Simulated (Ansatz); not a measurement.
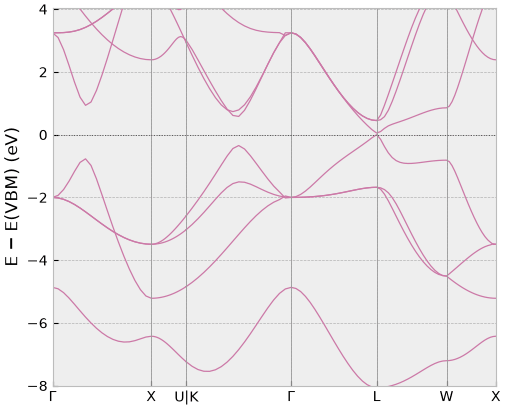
Figure. Band structure from PBE in the plane-wave PAW code Ansatz

### Question
Read off the gap and where the band edges lie.

### Answer
About 0.1 eV (0.05 eV by a search for the band edges); maximum at L, minimum at L.

### Question
Pick the material that matches.
(A) MgSe, rock salt
(B) Hg, diamond
(C) PbSe, rock salt
(D) SnTe, rock salt

### Answer
D, SnTe, rock salt

Space group Fm-3m (rock salt). The cell was relaxed with PBE under the symmetry of its start. Scalar-relativistic: spin–orbit coupling is off unless named, which matters more the heavier the elements.

Potentials: the later of the program's two PAW sets.
